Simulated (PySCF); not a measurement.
# CH5ClOSi2 (SMILES ClC1[SiH2]O[SiH2]1): levels of theory compared

Wanted: a comparison of 5 runs (HF/STO-3G, HF/3-21G, PBE0/def2-SVP, MP2/def2-SVP, CCSD(T)/6-31G) of CH5ClOSi2. 

The calculation is run with PySCF 2.14.0.

### Step 1. The structure to begin with

CH5ClOSi2 has 10 atoms, charge 0, and is taken as a singlet. As SMILES, `ClC1[SiH2]O[SiH2]1`. Geometry: relaxed at GFN2-xTB.

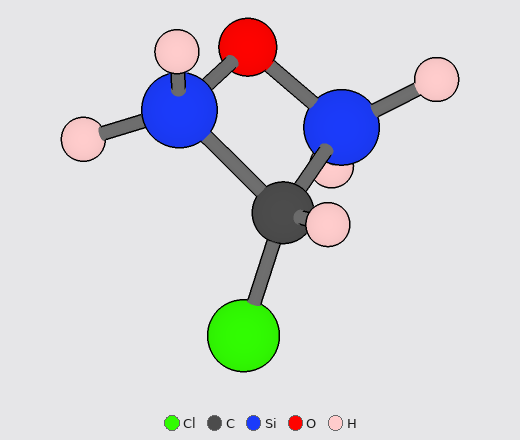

The structure, seen from a chosen angle (chlorine green, carbon dark grey, silicon blue, oxygen red, hydrogen pink).

### Step 2. Energy and forces at HF/STO-3G (run 1)

The input, geometry.xyz:

```xyz
10

Cl    -2.445580     0.020400     0.418140
C     -0.686710     0.048420     0.719810
Si     0.360370    -1.313000    -0.164720
O      1.173630    -0.059340    -0.897870
Si     0.350860     1.279190    -0.348620
H     -0.577040     0.125530     1.799570
H      1.290740    -2.033870     0.686880
H     -0.363440    -2.078410    -1.162300
H     -0.378010     1.891190    -1.443440
H      1.275190     2.119890     0.392560
```

The input, run.py:

```python
# ClC1[SiH2]O[SiH2]1
from pyscf import gto

mol = gto.M(
    atom='geometry.xyz',
    charge=0,
    max_memory=1860,
    spin=0,
    verbose=4,
    basis='sto-3g',
)

hf = mol.RHF()
hf.conv_tol = 1e-10
hf.kernel()
if not hf.converged:
    hf = hf.newton().run(hf.mo_coeff, hf.mo_occ)

e_tot = hf.e_tot
print(f'total energy: {e_tot:.8f} hartree')
grad = hf.nuc_grad_method().kernel()
hf.analyze()
```

Run with:

```sh
$ OMP_NUM_THREADS=1 python run.py
```

What it wrote:

```text
PySCF version 2.14.0

[... 80 lines left out ...]
One-electron Energy =                -2302.944690814847945
[... 6 lines left out ...]
MO #2   energy= -68.0266025607707  occ= 2
[... 4 lines left out ...]
MO #7   energy= -7.78574224011806  occ= 2
[... 4 lines left out ...]
MO #12  energy= -4.03335047848485  occ= 2
[... 4 lines left out ...]
MO #17  energy= -4.03056159684404  occ= 2
[... 4 lines left out ...]
MO #22  energy= -0.633640524484439 occ= 2
[... 4 lines left out ...]
MO #27  energy= -0.448879547019493 occ= 2
[... 4 lines left out ...]
MO #32  energy= -0.310674982709574 occ= 2
[... 4 lines left out ...]
MO #37  energy= 0.529155601672744  occ= 0
[... 4 lines left out ...]
MO #42  energy= 0.755202705514292  occ= 0
[... 16 lines left out ...]
pop of  2 Si 1s           2.00000
pop of  2 Si 2s           1.99986
pop of  2 Si 3s           1.09447
pop of  2 Si 2px          1.99909
pop of  2 Si 2py          1.99893
pop of  2 Si 2pz          1.99905
pop of  2 Si 3px          0.71189
pop of  2 Si 3py          0.71821
pop of  2 Si 3pz          0.73559
pop of  3 O 1s            1.99991
pop of  3 O 2s            1.72841
pop of  3 O 2px           1.73304
pop of  3 O 2py           1.24373
pop of  3 O 2pz           1.79857
pop of  4 Si 1s           2.00000
pop of  4 Si 2s           1.99986
pop of  4 Si 3s           1.09444
pop of  4 Si 2px          1.99909
pop of  4 Si 2py          1.99895
pop of  4 Si 2pz          1.99902
pop of  4 Si 3px          0.71136
pop of  4 Si 3py          0.71042
pop of  4 Si 3pz          0.74391
pop of  5 H 1s            0.96518
pop of  6 H 1s            1.13715
pop of  7 H 1s            1.13115
pop of  8 H 1s            1.13116
pop of  9 H 1s            1.13718
 ** Mulliken atomic charges  **
charge of    0Cl =     -0.18989
charge of    1C =     -0.29050
charge of    2Si =      0.74292
charge of    3O =     -0.50366
charge of    4Si =      0.74294
charge of    5H =      0.03482
charge of    6H =     -0.13715
charge of    7H =     -0.13115
charge of    8H =     -0.13116
charge of    9H =     -0.13718
Dipole moment(X, Y, Z, Debye):  1.77770,  0.06051,  0.76440
```

Wall time 6.3 s (1 thread of Intel Xeon at 2.50GHz (Skylake/Cascade Lake), shared host); peak memory 0.12 GiB.

### Step 3. Energy and gradient at HF/3-21G (run 2)

The input, calc.py:

```python
from pyscf import gto, scf

mol = gto.M(
    atom=[
    ('Cl', (-2.445580, 0.020400, 0.418140)),
    ('C', (-0.686710, 0.048420, 0.719810)),
    ('Si', (0.360370, -1.313000, -0.164720)),
    ('O', (1.173630, -0.059340, -0.897870)),
    ('Si', (0.350860, 1.279190, -0.348620)),
    ('H', (-0.577040, 0.125530, 1.799570)),
    ('H', (1.290740, -2.033870, 0.686880)),
    ('H', (-0.363440, -2.078410, -1.162300)),
    ('H', (-0.378010, 1.891190, -1.443440)),
    ('H', (1.275190, 2.119890, 0.392560)),
],
    spin=0,
    basis='3-21g',
    max_memory=1860,
    verbose=4,
)

hf = scf.RHF(mol)
hf.conv_tol = 1e-10
hf.kernel()
if not hf.converged:
    hf = hf.newton().run(hf.mo_coeff, hf.mo_occ)

etot = hf.e_tot
print(f'total energy: {etot:.8f} hartree')
grad = hf.nuc_grad_method().kernel()
dip = hf.dip_moment()
pop, q = hf.mulliken_pop()
```

Run with:

```sh
$ OMP_NUM_THREADS=1 python calc.py
```

What it wrote:

```text
PySCF version 2.14.0

[... 66 lines left out ...]
converged SCF energy = -1147.14111369448
total energy: -1147.14111369 hartree
[... 11 lines left out ...]
Dipole moment(X, Y, Z, Debye):  0.83885,  0.10369,  1.42045
[... 39 lines left out ...]
pop of  3 O 2px           0.74631
pop of  3 O 2py           0.60633
pop of  3 O 2pz           0.75129
pop of  3 O 3px           1.04611
pop of  3 O 3py           0.88641
pop of  3 O 3pz           1.05484
pop of  4 Si 1s           1.99853
pop of  4 Si 2s           1.97240
pop of  4 Si 3s           0.69519
pop of  4 Si 4s           0.33375
pop of  4 Si 2px          1.95556
pop of  4 Si 2py          1.95474
pop of  4 Si 2pz          1.95670
pop of  4 Si 3px          0.46414
pop of  4 Si 3py          0.46335
pop of  4 Si 3pz          0.49452
pop of  4 Si 4px          0.09478
pop of  4 Si 4py          0.05108
pop of  4 Si 4pz          0.12347
pop of  5 H 1s            0.45139
pop of  5 H 2s            0.24589
pop of  6 H 1s            0.44084
pop of  6 H 2s            0.79057
pop of  7 H 1s            0.44045
pop of  7 H 2s            0.77867
pop of  8 H 1s            0.44051
pop of  8 H 2s            0.77867
pop of  9 H 1s            0.44084
pop of  9 H 2s            0.79060
 ** Mulliken atomic charges  **
charge of    0Cl =      0.00151
charge of    1C =     -1.30122
charge of    2Si =      1.44177
charge of    3O =     -0.98541
charge of    4Si =      1.44179
charge of    5H =      0.30272
charge of    6H =     -0.23141
charge of    7H =     -0.21912
charge of    8H =     -0.21918
charge of    9H =     -0.23144
```

Run time: 7.8 s. Hardware: 1 thread of Intel Xeon at 2.50GHz (Skylake/Cascade Lake), shared host; peak memory 0.14 GiB.

Runs 3 to 4 aren't shown in full; the table further down has their settings and results.

### Step 4. A single-point energy at CCSD(T)/6-31G (run 5)

The input, calc.py:

```python
# ClC1[SiH2]O[SiH2]1
from pyscf import gto, scf, cc

system = gto.Mole()
system.atom = '''
Cl    -4.621476     0.038550     0.790170
C     -1.297694     0.091501     1.360244
Si     0.681001    -2.481210    -0.311276
O      2.217839    -0.112136    -1.696728
Si     0.663029     2.417319    -0.658796
H     -1.090448     0.237217     3.400694
H      2.439145    -3.843457     1.298015
H     -0.686802    -3.927626    -2.196429
H     -0.714335     3.573831    -2.727706
H      2.409760     4.006012     0.741831
'''
system.max_memory = 1860
system.spin = 0
system.basis = '6-31g'
system.unit = 'bohr'
system.verbose = 4
system.build()

mf = scf.RHF(system)
mf.conv_tol = 1e-10
mf.kernel()
if not mf.converged:
    mf = mf.newton().run(mf.mo_coeff, mf.mo_occ)

mycc = cc.CCSD(mf, frozen=17)
mycc.kernel()
e_t = mycc.ccsd_t()
energy = mycc.e_tot + e_t
print('E(%s) = %.9f' % ('CCSD(T)', energy))
mf.analyze()
```

Run with:

```sh
$ OMP_NUM_THREADS=1 python calc.py
```

What it wrote:

```text
PySCF version 2.14.0

[... 99 lines left out ...]
One-electron Energy =                -2312.861856872285443
[... 8 lines left out ...]
MO #4   energy= -20.5370579624507  occ= 2
[... 6 lines left out ...]
MO #11  energy= -6.20151326969414  occ= 2
[... 6 lines left out ...]
MO #18  energy= -1.34089158927188  occ= 2
[... 6 lines left out ...]
MO #25  energy= -0.565569412699933 occ= 2
[... 6 lines left out ...]
MO #32  energy= -0.391962159469416 occ= 2
[... 6 lines left out ...]
MO #39  energy= 0.253836981732485  occ= 0
[... 6 lines left out ...]
MO #46  energy= 0.405988922066029  occ= 0
[... 6 lines left out ...]
MO #53  energy= 0.714639157614687  occ= 0
[... 6 lines left out ...]
MO #60  energy= 1.19229247881961   occ= 0
[... 6 lines left out ...]
MO #67  energy= 1.85001945762794   occ= 0
[... 41 lines left out ...]
pop of  3 O 2py           1.52678
pop of  3 O 2pz           1.85392
pop of  3 O 3px           0.01047
pop of  3 O 3py           0.00260
pop of  3 O 3pz           0.01058
pop of  4 Si 1s           2.00000
pop of  4 Si 2s           1.99992
pop of  4 Si 3s           0.98718
pop of  4 Si 4s           0.00963
pop of  4 Si 2px          1.99999
pop of  4 Si 2py          1.99999
pop of  4 Si 2pz          1.99999
pop of  4 Si 3px          0.66495
pop of  4 Si 3py          0.63433
pop of  4 Si 3pz          0.73231
pop of  4 Si 4px          0.01874
pop of  4 Si 4py          0.01581
pop of  4 Si 4pz          0.01820
pop of  5 H 1s            0.84617
pop of  5 H 2s            0.00872
pop of  6 H 1s            1.09185
pop of  6 H 2s            0.00244
pop of  7 H 1s            1.08537
pop of  7 H 2s            0.00273
pop of  8 H 1s            1.08539
pop of  8 H 2s            0.00274
pop of  9 H 1s            1.09188
pop of  9 H 2s            0.00244
 ** Mulliken atomic charges  **
charge of    0Cl =     -0.13597
charge of    1C =     -0.56165
charge of    2Si =      0.91892
charge of    3O =     -0.92053
charge of    4Si =      0.91897
charge of    5H =      0.14511
charge of    6H =     -0.09429
charge of    7H =     -0.08810
charge of    8H =     -0.08813
charge of    9H =     -0.09433
Dipole moment(X, Y, Z, Debye):  0.48785,  0.12381,  1.72154
```

Wall time 15 s (1 thread of Intel Xeon at 2.50GHz (Skylake/Cascade Lake), shared host); peak memory 0.21 GiB.

### Step 5. All runs side by side

| run | level | integration grid | frozen core orbitals | energy (Eh) | dipole moment (D) of the reference | HOMO energy (eV) | LUMO energy (eV) | wall time |
| --- | --- | --- | --- | --- | --- | --- | --- | --- |
| 1 | HF/STO-3G | – | – | -1139.985657 | 1.94 | -8.45 | 9.64 | 6.3 s |
| 2 | HF/3-21G | – | – | -1147.141114 | 1.65 | -10.62 | 2.84 | 7.8 s |
| 3 | PBE0/def2-SVP | 5 | – | -1154.626430 | 1.17 | -7.40 | -0.55 | 89 s |
| 4 | MP2/def2-SVP | – | 17 | -1153.278586 | 1.35 | -10.36 | 2.85 | 63 s |
| 5 | CCSD(T)/6-31G | – | 17 | -1153.215962 | 1.79 | -10.67 | 2.40 | 15 s |

### Step 6. Summary of results

```
                                           quantity           value
                                run 5: total energy  -1153.21596 Eh
        run 5: dipole moment (Hartree–Fock density)          1.79 D
         run 5: HOMO energy (Hartree–Fock orbitals)       -10.67 eV
         run 5: LUMO energy (Hartree–Fock orbitals)         2.40 eV
       run 5: HOMO–LUMO gap (Hartree–Fock orbitals)        13.06 eV
run 5: correlation energy (17 core orbitals frozen)      -400.2 mEh
                              run 5: (T) correction       -9.19 mEh
                               run 5: T1 diagnostic           0.012
```

Over runs 1, 2, 3 the dipole moment (its size) runs from 1.17 D (PBE0/def2-SVP) to 1.94 D (HF/STO-3G). The two ends differ in method and basis. Over runs 1, 2, 3 the HOMO–LUMO gap runs from 6.85 eV (PBE0/def2-SVP) to 18.09 eV (HF/STO-3G). In run 1 the basis is minimal, so the values are rough. All runs together took 3 min, the longest 89 s.
